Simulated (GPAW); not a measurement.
**Run report: CH5AlF (charge −1), nudged elastic band**

System: CH5AlF, charge −1.
Method: PBE/dzp, scalar-relativistic datasets (GPAW 26.7.0).

The starting geometry was optimised with PBE/lcao.

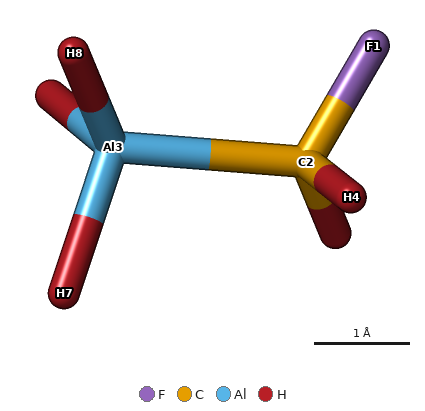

*The input geometry (stick view, seen at a tilt; atoms are numbered from 1 in the order of the input). Sticks mark near contacts.*

The input (gs_neb.py):
```python
from ase.io import read
from ase.mep import NEB
from ase.optimize import LBFGS
from gpaw import GPAW

# Atomic positions
atoms = read('relaxed.xyz')

# Final state: the top turned by a third
final = atoms.copy()
final.positions[[5, 6, 7]] = atoms.positions[[6, 7, 5]]
images = [atoms]
for i in range(1, 4):
    image = atoms.copy()
    image.rotate_dihedral(0, 1, 2, 5, 120.0 * i / 4, indices=[2, 5, 6, 7])
    images.append(image)
images.append(final)
for i, image in enumerate(images):
    image.calc = GPAW(mode='lcao',
                      basis='dzp',
                      h=0.22,
                      xc='PBE',
                      charge=-1,
                      maxiter=120,
                      symmetry='off',
                      txt=f'image{i}.txt')
for end in (images[0], images[-1]):
    end.get_forces()

neb = NEB(images, climb=True, k=0.5, method='improvedtangent')
opt = LBFGS(neb, trajectory='neb.traj')
converged = opt.run(fmax=0.1, steps=25)
energies = [image.get_potential_energy() for image in images]
barrier = max(energies) - energies[0]
print('Path (eV):', [round(e - energies[0], 4) for e in energies])
print(f'Barrier: {barrier:.4f} eV')
```

File relaxed.xyz:
```
8
Lattice="13.11195 0.0 0.0 0.0 12.97899 0.0 0.0 0.0 13.91591" Properties=species:S:1:pos:R:3:magmoms:R:1:forces:R:3 free_energy=-32.58846484577015 energy=-32.58846484577015 dipole="-6.602924930232651 -6.762887916480707 -7.358889364104027" magmom=0.0 pbc="F F F"
F        4.91538519       7.89603484       5.76524066       0.00000000       0.00583555       0.00434904       0.00375774
C        5.70367269       6.67621813       5.85397209       0.00000000       0.01198765      -0.00001440      -0.00961279
Al       6.87647695       6.48355344       7.52322221       0.00000000      -0.00284634      -0.00430178      -0.00658429
H        6.31083474       6.64648103       4.90785813       0.00000000       0.00828840       0.00846325      -0.00922060
H        4.96656232       5.83180815       5.74895684       0.00000000       0.00230290      -0.00515579      -0.01558402
H        5.94902136       6.52473748       8.88084763       0.00000000      -0.01796270       0.02336444       0.00265700
H        7.58888698       4.99805313       7.35943473       0.00000000       0.01329744       0.01737975      -0.01690945
H        8.03450079       7.65359105       7.56490711       0.00000000      -0.00344612      -0.01725241      -0.00257452
```

Machine: 1 thread of Intel Xeon @ 2.50GHz (Skylake/Cascade Lake), 12 GiB of memory available, shared host.

Command:
```bash
python3 -u gs_neb.py | tee gs_neb.out
```

Log:
```
Step     Time          Energy          fmax
LBFGS:    0 00:00:00      -32.512117        0.452051
LBFGS:    1 00:00:15      -32.513693        0.324415
LBFGS:    2 00:00:31      -32.515473        0.197992
LBFGS:    3 00:00:45      -32.515833        0.189097
LBFGS:    4 00:01:01      -32.516734        0.179708
LBFGS:    5 00:01:15      -32.517630        0.148919
LBFGS:    6 00:01:29      -32.518327        0.115104
LBFGS:    7 00:01:42      -32.518614        0.062891
Path (eV): [np.float64(0.0), np.float64(0.0291), np.float64(0.0699), np.float64(0.0393), np.float64(-0.0)]
Barrier: 0.0699 eV
```

The last band as extended XYZ (Å, eV, eV/Å):
```
8
Properties=species:S:1:pos:R:3:forces:R:3 image=0 energy=-32.58846
F     4.9154    7.8960    5.7652    0.0058   0.0043   0.0030
C     5.7037    6.6762    5.8540    0.0119  -0.0004  -0.0090
Al    6.8765    6.4836    7.5232   -0.0025  -0.0043  -0.0065
H     6.3108    6.6465    4.9079    0.0081   0.0088  -0.0091
H     4.9666    5.8318    5.7490    0.0024  -0.0049  -0.0158
H     5.9490    6.5247    8.8808   -0.0178   0.0231   0.0030
H     7.5889    4.9981    7.3594    0.0131   0.0169  -0.0173
H     8.0345    7.6536    7.5649   -0.0029  -0.0168  -0.0025
8
Properties=species:S:1:pos:R:3:forces:R:3 image=1 energy=-32.55940
F     4.9101    7.8945    5.7664    0.0150   0.0058   0.0026
C     5.7046    6.6793    5.8490    0.0120   0.0058  -0.0149
Al    6.8858    6.4910    7.5198    0.0149   0.0148  -0.0102
H     6.3148    6.6605    4.9053    0.0185   0.0132  -0.0055
H     4.9719    5.8311    5.7336    0.0162   0.0020  -0.0225
H     6.0542    5.7548    8.7375    0.0013   0.0484   0.0218
H     8.1425    5.5315    7.0339   -0.0099  -0.0098  -0.0001
H     7.4456    7.9583    8.0121    0.0296   0.0101  -0.0334
8
Properties=species:S:1:pos:R:3:forces:R:3 image=2 energy=-32.51861
F     4.9104    7.8958    5.7643    0.0225  -0.0006   0.0221
C     5.6918    6.6733    5.8520    0.0130   0.0046  -0.0197
Al    6.8966    6.4940    7.5168    0.0255   0.0147  -0.0102
H     6.3074    6.6545    4.9124    0.0073  -0.0072  -0.0211
H     4.9548    5.8306    5.7311    0.0196   0.0169  -0.0012
H     6.4390    5.1515    8.3696    0.0054   0.0011  -0.0192
H     8.4440    6.3066    6.9487    0.0024  -0.0041   0.0446
H     6.7869    7.8374    8.4608    0.0125  -0.0097  -0.0352
8
Properties=species:S:1:pos:R:3:forces:R:3 image=3 energy=-32.54921
F     4.9161    7.8936    5.7641   -0.0073   0.0042  -0.0045
C     5.6858    6.6612    5.8538    0.0046   0.0324  -0.0200
Al    6.8982    6.5198    7.5107   -0.0050   0.0192  -0.0060
H     6.3052    6.6386    4.9161   -0.0119  -0.0203  -0.0324
H     4.9421    5.8240    5.7303    0.0410   0.0374   0.0292
H     7.0324    4.9198    7.8882    0.0158  -0.0497  -0.0355
H     8.3882    7.1124    7.1156   -0.0472   0.0057   0.0352
H     6.2542    7.3405    8.7778    0.0093   0.0031  -0.0146
8
Properties=species:S:1:pos:R:3:forces:R:3 image=4 energy=-32.58846
F     4.9154    7.8960    5.7652    0.0058   0.0043   0.0030
C     5.7037    6.6762    5.8540    0.0119  -0.0004  -0.0090
Al    6.8765    6.4836    7.5232   -0.0025  -0.0043  -0.0065
H     6.3108    6.6465    4.9079    0.0081   0.0088  -0.0091
H     4.9666    5.8318    5.7490    0.0024  -0.0049  -0.0158
H     7.5889    4.9981    7.3594    0.0131   0.0169  -0.0173
H     8.0345    7.6536    7.5649   -0.0029  -0.0168  -0.0025
H     5.9490    6.5247    8.8808   -0.0178   0.0231   0.0030
```

Results in brief:

```json
{"quantity": "outcome", "value": "converged"}
{"quantity": "wall time", "value": "3 min"}
{"quantity": "peak memory", "value": "1.4 GiB"}
```

On so coarse a grid the energy depends on the position of the molecule, which gives spurious forces.
